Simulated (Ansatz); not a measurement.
NaI under a change: 5 layers

Consider NaI in the rock salt structure (space group Fm-3m, No. 225; a = 6.460 Å). Axes: x, y, z lie along the cube axes.

Perturbation: a free-standing slab of 5 layers (10 atoms, 2 a layer) is cut normal to the z axis, with 15 Å of vacuum and the in-plane cell held at bulk.

Method: r2SCAN, PAW, 500 eV (Ansatz, a quantum-chemistry and plane-wave program; no spin-orbit coupling). k-mesh 7×7×1 (Γ-centred); smearing 0.05 eV (Fermi–Dirac), for the changed cell.

```json
[
 {"quantity": "layer's space group (with vacuum)", "base": "–", "changed": "P4/mmm (No. 123)", "shift": "–"},
 {"quantity": "shortest interatomic distance", "base": "3.230 Å", "changed": "3.140 Å", "shift": "-0.090 Å"},
 {"quantity": "band gap", "base": "4.45 eV", "changed": "4.52 eV", "shift": "+0.07 eV"},
 {"quantity": "gap character", "base": "–", "changed": "direct at Γ", "shift": "–"},
 {"quantity": "valence-band top at Γ (three highest levels, from the VBM)", "base": "0.00, 0.00, 0.00 eV", "changed": "0.00, 0.00, -0.10 eV", "shift": "–"},
 {"quantity": "excess energy per area of both faces (slab less bulk energy over the cell's area: twice a surface energy)", "base": "–", "changed": "0.26 J/m²", "shift": "–"},
 {"quantity": "thickness between the outermost nuclei", "base": "–", "changed": "13.06 Å", "shift": "–"},
 {"quantity": "change of the spacing d12 from its bulk value of 3.230 Å", "base": "–", "changed": "-1.0 %", "shift": "–"},
 {"quantity": "change of the spacing d23 from its bulk value of 3.230 Å", "base": "–", "changed": "+0.4 %", "shift": "–"}
]
```

Final structure:

```
CELL_PARAMETERS angstrom
      4.56802     0.00000     0.00000
      0.00000     4.56802     0.00000
      0.00000     0.00000    27.92030
ATOMIC_POSITIONS crystal
  I  0.25000 0.75000 0.26615
  Na 0.75000 0.25000 0.27261
  I  0.75000 0.25000 0.38509
  Na 0.25000 0.75000 0.38268
  I  0.25000 0.75000 0.50000
  Na 0.75000 0.25000 0.50000
  I  0.75000 0.25000 0.61491
  Na 0.25000 0.75000 0.61732
  I  0.25000 0.75000 0.73385
  Na 0.75000 0.25000 0.72739
```

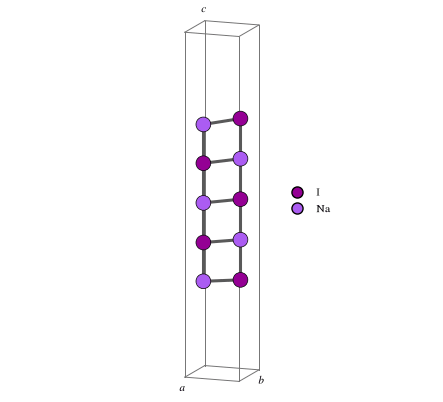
The relaxed cell after the change

Cost of the whole job for the changed cell (relaxation, final SCF and bands): roughly 6 core-minutes.

The excess energy carries the mismatch between the slab's and the bulk's meshes. With I present, leaving out spin-orbit coupling can change the band edges. No phonon test of stability was made. Labels are those of the standard path for the cell's own space group.
